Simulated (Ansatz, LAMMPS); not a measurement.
# Structural relaxation of amorphous 64SiO2-25Y2O3-11Al2O3 (mol %) (164 atoms), part 2 of 3

Wanted: the relaxed structure of amorphous 64SiO2-25Y2O3-11Al2O3 (mol %) (164 atoms) and its electronic structure.

Ansatz 0.2.0; Kohn-Sham DFT, RPBE, PAW (set soft_2), plane waves.

The cell: 28 Si, 22 Y, 10 Al and 104 O. The quench rate of 10 K/ps is many orders above laboratory rates. The starting topology of bonds comes from the classical model. Only the Γ point is sampled, in a cell whose shortest periodic width is 13 Å.

So far. Step 3 (Single point at the start): Neighbours are counted within 2.12 Å (O-Si), 3.00 Å (O-Y), 2.23 Å (O-Al).

**4. Cell and atoms relaxed**

Cell and atoms are freed together, to release stress as well as forces.

The input, input.yaml:

```yaml
crystal:
  lattice:
    - [13.20181, 0.0, 0.0]
    - [0.0, 13.20181, 0.0]
    - [0.0, 0.0, 13.20181]
  atoms:
    [... the 164 atom lines of step 3 ...]
kpoints:
  mp_grid: { grid: [1, 1, 1] }
hamiltonian:
  xc: rpbe
scf:
  occupations: { method: gaussian, width: 0.05 }
output:
  forces: true
relax:
  f_tol: 0.03
  max_steps: 177
  cell: {}
```

Command:

```sh
$ ansatz run input.yaml --threads 4 --pin off --max-ram 8192MiB --backend cpu --events-out ev --progress --plain --runs-dir out
```

Numbers of over 12 decimals in the logs are rounded to 6 here.

The program printed:

```text
[...]
Crystal: 164 atoms, lattice volume = 2300.914 Å³
Basis set: ecut = 420 eV, 45025 PW (Γ), exchange–correlation on 180×180×180 points (8 copies of the dense FFT grid, shifted against one another)
Bands: 668, of which v1, the nominal top of the filled ones, is band 504 counted from 1 (503 counted from 0)
Symmetry: 1 space group operations
[...]
k-points: 1
[...]
SCF iter   1: F=—  HF=-167537.592262 eV  |F-HF|=—  |Δ(HF+E_count)|=         —  Δρ=4.73e-3  dr2=6.09e-1  ethr=1.77e-3  ⟨swp⟩=6.0  Hψ=2779  notcnv=0  defer=31
[...]
SCF iter  11: F=-167537.526300 eV  HF=-167537.526300 eV  |F-HF|=1.11e-8  |Δ(HF+E_count)|=   1.67e-7  Δρ=1.32e-6  dr2=3.80e-8  ethr=9.92e-12  ⟨swp⟩=4.0  Hψ=1656  notcnv=0
SCF 1 converged in 11 iterations: F = -167537.526300 eV  dr2 = 3.80e-8
[...]
relax step   1: F+E_penalty+E_count = -167537.52629954 eV  Δ(F+E_penalty+E_count) = +0.000e0 eV  max|allowed force component| = 2.487e0 eV/Å  Δτ_max = 0.0000 Å  P = +4.364 GPa  Ω = 2300.914 Å³  (11 SCF iters, dr2 threshold 1.00e-7 eV, accepted)
[... from here on, the SCF cycles and remarks between the steps are left out ...]
relax step   2: F+E_penalty+E_count = -167541.57100414 eV  Δ(F+E_penalty+E_count) = -4.045e0 eV  max|allowed force component| = 1.593e0 eV/Å  Δτ_max = 0.1917 Å  P = +2.711 GPa  Ω = 2325.305 Å³  energy of the carried Pulay correction = -6.770e-2 eV  (8 SCF iters, dr2 threshold 1.64e-5 eV, accepted)
relax step   3: F+E_penalty+E_count = -167542.99564442 eV  Δ(F+E_penalty+E_count) = -1.425e0 eV  max|allowed force component| = 9.424e-1 eV/Å  Δτ_max = 0.1539 Å  P = +0.363 GPa  Ω = 2361.874 Å³  energy of the carried Pulay correction = -1.679e-1 eV  (8 SCF iters, dr2 threshold 1.64e-5 eV, accepted)
relax step   4: F+E_penalty+E_count = -167543.93152126 eV  Δ(F+E_penalty+E_count) = -9.359e-1 eV  max|allowed force component| = 2.745e-1 eV/Å  Δτ_max = 0.2000 Å  P = -0.058 GPa  Ω = 2368.055 Å³  energy of the carried Pulay correction = -1.847e-1 eV  (8 SCF iters, dr2 threshold 1.64e-5 eV, accepted)
relax step   5: F+E_penalty+E_count = -167544.12824881 eV  Δ(F+E_penalty+E_count) = -1.967e-1 eV  max|allowed force component| = 2.925e-1 eV/Å  Δτ_max = 0.2000 Å  P = +0.039 GPa  Ω = 2367.240 Å³  energy of the carried Pulay correction = -1.824e-1 eV  (8 SCF iters, dr2 threshold 4.71e-6 eV, accepted)
relax step   6: F+E_penalty+E_count = -167544.13126414 eV  Δ(F+E_penalty+E_count) = -3.015e-3 eV  max|allowed force component| = 2.209e-1 eV/Å  Δτ_max = 0.2000 Å  P = -0.043 GPa  Ω = 2365.735 Å³  energy of the carried Pulay correction = -1.784e-1 eV  (8 SCF iters, dr2 threshold 5.35e-6 eV, rejected (line search))
relax step   7: F+E_penalty+E_count = -167544.18874676 eV  Δ(F+E_penalty+E_count) = -6.050e-2 eV  max|allowed force component| = 7.742e-2 eV/Å  Δτ_max = 0.0918 Å  P = +0.032 GPa  Ω = 2366.733 Å³  energy of the carried Pulay correction = -1.811e-1 eV  (12 SCF iters, accepted)
relax step   8: F+E_penalty+E_count = -167544.19133794 eV  Δ(F+E_penalty+E_count) = -2.591e-3 eV  max|allowed force component| = 5.715e-2 eV/Å  Δτ_max = 0.0198 Å  P = -0.016 GPa  Ω = 2367.327 Å³  energy of the carried Pulay correction = -1.827e-1 eV  (8 SCF iters, dr2 threshold 3.75e-7 eV, accepted)
relax step   9: F+E_penalty+E_count = -167544.20429894 eV  Δ(F+E_penalty+E_count) = -1.296e-2 eV  max|allowed force component| = 6.918e-2 eV/Å  Δτ_max = 0.0931 Å  P = +0.034 GPa  Ω = 2365.289 Å³  energy of the carried Pulay correction = -1.772e-1 eV  (8 SCF iters, dr2 threshold 2.04e-7 eV, accepted)
relax step  10: F+E_penalty+E_count = -167544.20508433 eV  Δ(F+E_penalty+E_count) = -7.854e-4 eV  max|allowed force component| = 4.130e-2 eV/Å  Δτ_max = 0.0181 Å  P = -0.018 GPa  Ω = 2366.127 Å³  energy of the carried Pulay correction = -1.794e-1 eV  (7 SCF iters, dr2 threshold 2.99e-7 eV, accepted)
relax step  11: F+E_penalty+E_count = -167544.20942907 eV  Δ(F+E_penalty+E_count) = -4.345e-3 eV  max|allowed force component| = 3.604e-2 eV/Å  Δτ_max = 0.0152 Å  P = +0.006 GPa  Ω = 2365.120 Å³  energy of the carried Pulay correction = -1.767e-1 eV  (8 SCF iters, dr2 threshold 1.07e-7 eV, accepted)
relax step  12: F+E_penalty+E_count = -167544.20857157 eV  Δ(F+E_penalty+E_count) = +8.575e-4 eV  max|allowed force component| = 3.294e-2 eV/Å  Δτ_max = 0.0280 Å  P = -0.005 GPa  Ω = 2365.371 Å³  energy of the carried Pulay correction = -1.774e-1 eV  (8 SCF iters, dr2 threshold 8.12e-8 eV, rejected (line search))
relax step  13: F+E_penalty+E_count = -167544.21008092 eV  Δ(F+E_penalty+E_count) = -6.518e-4 eV  max|allowed force component| = 1.156e-2 eV/Å  Δτ_max = 0.0115 Å  P = +0.001 GPa  Ω = 2365.211 Å³  energy of the carried Pulay correction = -1.769e-1 eV  (10 SCF iters, accepted)
relax step  14: F+E_penalty+E_count = -167544.49707356 eV  Δ(F+E_penalty+E_count) = -2.870e-1 eV  max|allowed force component| = 1.221e-2 eV/Å  Δτ_max = 0.0000 Å  P = +0.216 GPa  Ω = 2365.211 Å³  stress off target by 4.78e-1 GPa  SCF on the basis re-selected at this cell (its energy is not comparable with the rows above)  (9 SCF iters)
relax step  15: F+E_penalty+E_count = -167544.48388073 eV  Δ(F+E_penalty+E_count) = +1.319e-2 eV  max|allowed force component| = 4.496e-2 eV/Å  Δτ_max = 0.0141 Å  P = -0.102 GPa  Ω = 2373.502 Å³  energy of the carried Pulay correction = -2.300e-2 eV  (8 SCF iters, dr2 threshold 5.72e-7 eV, accepted)
relax step  16: F+E_penalty+E_count = -167544.49323926 eV  Δ(F+E_penalty+E_count) = -9.359e-3 eV  max|allowed force component| = 2.800e-2 eV/Å  Δτ_max = 0.0080 Å  P = -0.019 GPa  Ω = 2371.543 Å³  energy of the carried Pulay correction = -1.747e-2 eV  (8 SCF iters, dr2 threshold 1.26e-7 eV, accepted)
relax step  17: F+E_penalty+E_count = -167544.50581074 eV  Δ(F+E_penalty+E_count) = -1.257e-2 eV  max|allowed force component| = 2.794e-2 eV/Å  Δτ_max = 0.0000 Å  P = -0.015 GPa  Ω = 2371.543 Å³  stress off target by 2.37e-2 GPa  SCF on the basis re-selected at this cell (its energy is not comparable with the rows above)  (5 SCF iters)
[...]
SCF converged after 5 iterations
Free energy (F): -167544.505811 eV
[...]
Internal energy: -167544.505811 eV  (E = F + TS)
E sigma→0 (E₀):  -167544.505811 eV
Fermi energy:    6.778154 eV
[...]
--- Forces (eV/Å), atoms counted from 1 ---
  atom   1  Si    -0.00749095    -0.00789137     0.00016030
  atom   2  Si    -0.00174683     0.00818951     0.00539944
  atom   3  Si     0.00076458     0.00021471    -0.02441541
  atom   4  Si     0.00777775    -0.00312939    -0.00274170
  atom   5  Si    -0.01703944     0.00888584    -0.01890604
  atom   6  Si     0.00428057     0.00076782     0.00993199
  atom   7  Si    -0.00632627     0.01981634     0.00087777
  atom   8  Si    -0.00137256    -0.00141052     0.00361130
  atom   9  Si    -0.00223812     0.00084630    -0.00037728
  atom  10  Si     0.00650095    -0.00077421    -0.00066378
  atom  11  Si     0.02166431    -0.01151882     0.01617920
  atom  12  Si    -0.00386031    -0.00193295     0.00969266
  atom  13  Si    -0.00245607    -0.01202224    -0.01550935
  atom  14  Si    -0.00336276     0.00787364    -0.00882562
[...]
atom 163  O      0.00606920    -0.02793978     0.00485770
  atom 164  O     -0.00227456     0.00012315     0.00327049
  max |Σ_I F_I| component: 2.58e-4 eV/Å
--- Stress (GPa, compression-positive) ---
       -0.012070       0.001264       0.009723
        0.001266      -0.018826       0.000117
        0.009723       0.000115      -0.015468
  P = ⅓ Tr σ = -0.0155 GPa (-0.155 kbar)
--- Relaxed structure (15 steps of the walk, 13 accepted, 2 SCFs on fresh bases) ---
  F+E_penalty+E_count = -167544.50581074 eV   max|allowed force component| = 2.794e-2 eV/Å   (the final SCF, on the basis selected at the relaxed cell)
  cell:  # Å, volume = 2371.5430 Å³
    - [13.436551, 0.128903, 0.293544]
    - [0.128903, 13.289602, 0.164251]
    - [0.293544, 0.164251, 13.290623]
  atoms:
    - { symbol: Si, position: [0.929854, 0.661520, 0.624354] }
    - { symbol: Si, position: [0.982827, 0.080296, 0.509563] }
    - { symbol: Si, position: [0.612352, 0.320287, 0.309172] }
    - { symbol: Si, position: [0.284923, 0.608916, 0.673773] }
[...]
- { symbol: O, position: [0.722635, 0.375846, 0.304942] }
```

The job ended after 13 min (4 threads of Arm Neoverse V2, shared host; peak memory 3.9 GiB; 51 min of CPU time).

Step by step:

```tsv
step	energy less that of the first step (eV)	largest force component (eV/Å)	pressure (GPa)	volume (Å³)
1	0.0000	2.4870	4.36	2300.91
2	-4.0447	1.5926	2.71	2325.30
3	-5.4693	0.9424	0.36	2361.87
4	-6.4052	0.2745	-0.06	2368.06
5	-6.6019	0.2925	0.04	2367.24
6	-6.6050	0.2209	-0.04	2365.73
7	-6.6624	0.0774	0.03	2366.73
8	-6.6650	0.0571	-0.02	2367.33
9	-6.6780	0.0692	0.03	2365.29
10	-6.6788	0.0413	-0.02	2366.13
11	-6.6831	0.0360	0.01	2365.12
12	-6.6823	0.0329	0.00	2365.37
13	-6.6838	0.0116	0.00	2365.21
14*	-6.9708	0.0122	0.22	2365.21
15	-6.9576	0.0450	-0.10	2373.50
16	-6.9669	0.0280	-0.02	2371.54
17*	-6.9795	0.0279	-0.02	2371.54
```

Relaxation steps marked * repeat the geometry before them on a plane-wave basis chosen anew for their cell, so energy and pressure can jump there. Relaxation steps 6, 12 were tried and not accepted.

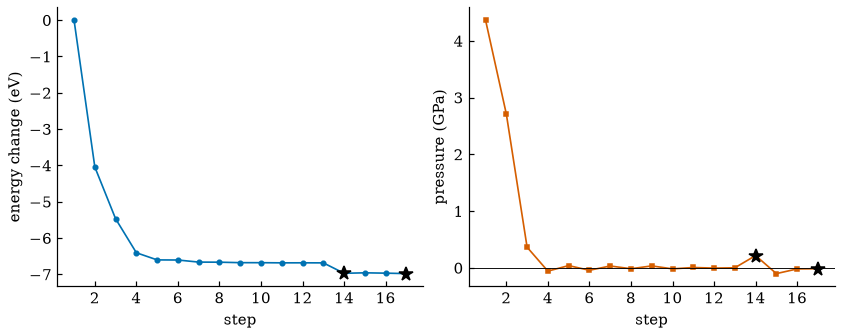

Energy and pressure along the relaxation. Stars mark steps on a basis chosen anew.

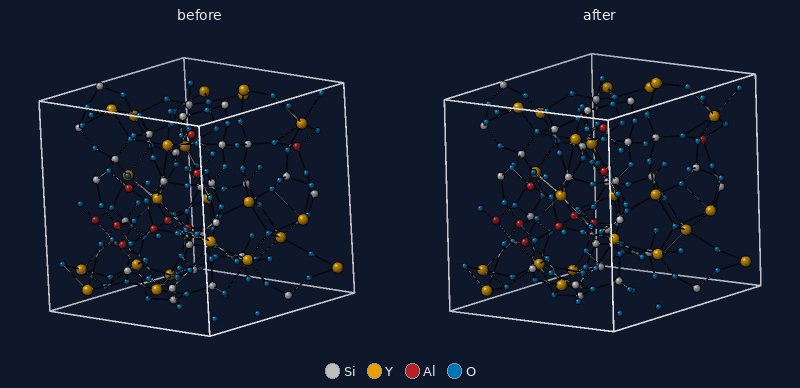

Before and after, at one scale. Bonds to atoms that aren't drawn are left out.

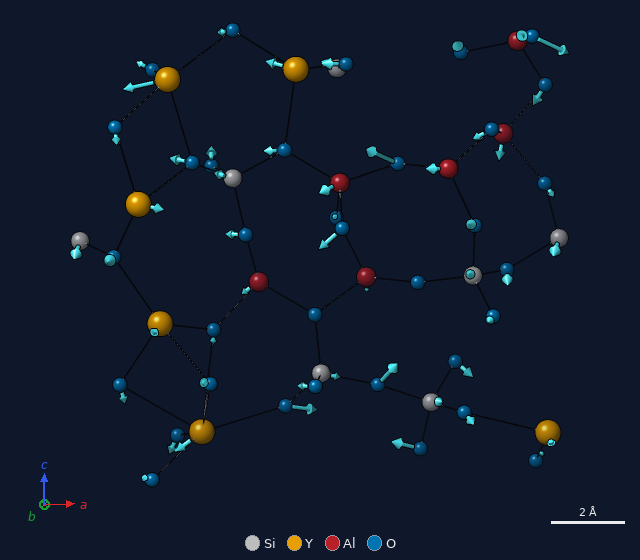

Displacements in the relaxation, exaggerated, measured against the changing cell; the longest in the cell stands for 0.54 Å. Drawn is a slice 4 Å thick, seen along the normal of the ac plane.

```tsv
cell as run	before	after	change
a (Å)	13.202	13.440	+1.8 %
b (Å)	13.202	13.291	+0.7 %
c (Å)	13.202	13.295	+0.7 %
α (°)	90.00	88.57	-1.6 %
β (°)	90.00	87.48	-2.8 %
γ (°)	90.00	88.88	-1.2 %
volume (Å³/atom)	14.03	14.46	+3.1 %
```

The atoms that moved most (Å, as changes of fractional coordinates times the final cell):

```tsv
atom	dx	dy	dz	length
O148	-0.348	-0.376	0.180	0.543
O137	0.382	0.191	-0.193	0.469
O69	0.196	-0.122	0.392	0.455
O116	-0.009	-0.306	-0.302	0.430
O76	0.170	-0.290	0.230	0.407
O134	-0.299	-0.065	-0.266	0.406
O129	0.328	-0.175	0.111	0.388
Y30	-0.374	-0.008	-0.081	0.383
```

The relaxation changed the energy by -42.6 meV/atom, and atoms moved by 0.22 Å r.m.s., 0.54 Å at most.

**5. Distances and neighbours after relaxation**

Bonds before and after, by the cutoffs listed below:

```tsv
pair	bonds before	bonds after	mean before (Å)	mean after (Å)	spread before (Å)	spread after (Å)
O-Si	112	112	1.628	1.654	0.042	0.036
O-Y	128	127	2.353	2.346	0.171	0.176
O-Al	40	40	1.760	1.789	0.049	0.053
```

Density 3.27 g/cm³, 14.46 Å³ an atom.

Pair distribution functions g(r), in bins of 0.2 Å:

```tsv
r (Å)	total	O-O	O-Si	O-Y	O-Al	Si-Si	Si-Y
1.50	0.20	0.00	0.92	0.00	0.00	0.00	0.00
1.70	3.21	0.00	12.39	0.00	6.82	0.00	0.00
1.90	0.35	0.00	0.00	0.00	4.51	0.00	0.00
2.10	0.32	0.00	0.00	1.88	0.00	0.00	0.00
2.30	0.93	0.00	0.00	5.45	0.00	0.00	0.00
2.50	0.50	0.53	0.00	1.62	0.00	0.00	0.00
2.70	1.57	3.65	0.00	0.56	0.12	0.00	0.00
2.90	0.76	1.57	0.00	0.15	0.11	0.85	0.52
3.10	1.02	1.52	0.10	0.21	0.87	3.49	0.82
3.30	0.81	0.94	0.47	0.34	0.50	2.03	2.07
3.50	1.02	0.92	1.10	0.50	1.09	0.00	3.23
3.70	0.97	0.70	1.18	0.81	1.32	0.17	1.94
3.90	0.99	0.63	1.52	0.97	1.30	0.16	1.31
4.10	1.08	0.64	1.77	1.00	1.89	0.56	0.46
4.30	1.19	0.84	1.88	1.35	1.77	0.52	0.58
4.50	1.04	0.85	1.16	1.39	1.30	1.66	0.60
4.70	0.99	0.90	0.99	1.48	0.71	1.20	0.42
4.90	1.09	1.21	0.73	1.37	0.57	2.29	1.33
5.10	1.09	1.40	0.62	1.14	0.83	1.03	1.12
5.30	1.01	1.27	0.75	0.82	0.77	1.38	0.75
5.50	0.94	1.15	0.80	0.81	0.75	0.87	0.82
5.70	0.94	1.01	0.90	0.76	0.81	0.81	1.08
5.90	0.89	0.85	1.10	0.70	0.73	1.11	1.02
6.10	0.98	0.96	1.07	0.80	1.17	1.11	1.35
6.30	1.02	0.83	1.16	1.09	1.23	0.72	1.19
6.50	0.93	0.81	1.04	0.99	1.19	0.74	0.87
```

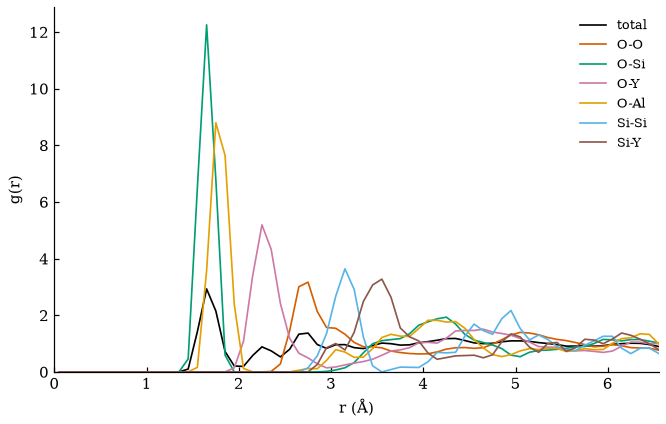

Pair distribution functions, lightly smoothed.

Bonds by pair of elements; cutoffs follow the first minimum of g(r), held within bounds set by covalent radii, and pairs that aren't listed don't count as bonded:

```tsv
pair A-B	cutoff (Å)	bonds	mean length (Å)	spread (Å)	shortest (Å)	B about A	A about B
O-Si	2.12	112	1.65	0.036	1.57	1.08	4
O-Y	3	127	2.35	0.176	2.09	1.22	5.77
O-Al	2.27	40	1.79	0.053	1.69	0.385	4
```

How many atoms have how many bonded neighbours:

```tsv
element	mean	2	3	4	5	6	7
Al	4	0	0	10	0	0	0
O	2.68	42	53	9	0	0	0
Si	4	0	0	28	0	0	0
Y	5.77	0	0	0	8	11	3
```

Bond angles (no mean is given where the spread exceeds 20°):

```tsv
angle	count	mean (°)	spread (°)
O-Y-O	308	-	-
O-Si-O	168	109	5.2
Si-O-Y	91	122	19.9
Y-O-Y	75	110	14.3
O-Al-O	60	109	8.9
```

Oxygen atoms by the number of network formers (Si, P, Ge, B, Al, As, Ga) bound to them:

```tsv
network formers bound to O	O atoms	per cent
0	6	5.8
1	48	46.2
2	46	44.2
3	4	3.8
```

Network units: each former by its oxygen neighbours and how many of them bridge to another former:

```tsv
former	O neighbours	bridging O	atoms
Si	4	0	2
Si	4	2	10
Si	4	3	13
Si	4	4	3
Al	4	2	2
Al	4	3	3
Al	4	4	5
```

Bond length by coordination (bonds to H left out):

```tsv
element	coordination	atoms	mean bond length (Å)
O	2	42	1.73
O	3	53	2.05
O	4	9	2.32
Y	5	8	2.29
Y	6	11	2.35
Y	7	3	2.43
```

For some of the pairs, g(r) has its first main peak near 2.7 Å (O-O), 1.6 Å (O-Si), 2.3 Å (O-Y), 1.8 Å (O-Al) and 3.1 Å (Si-Si). With the cutoffs above, all Al atoms have 4, 51 % of O atoms have 3, all Si atoms have 4 and 50 % of Y atoms have 6 bonded neighbours. Counting bonds to Si and Al alone, not to Y, 44 % of the oxygens join two of these atoms and 46 % one; 4 % join three; 6 % join none. The commonest Si unit has 4 oxygens, 3 of them shared with other formers (13 of 28 atoms).

(Part 2 of 3 ends here.)

[Logs are printed without paths, hosts, clocks, repeated set-up lines and the standing remarks that a program may print on its own settings, such as how far it seeks lower states.]

[Hosts, paths, dates, database ids (printed as entryN), source tags and the programs' standing remarks are cut or masked in the printed files.]
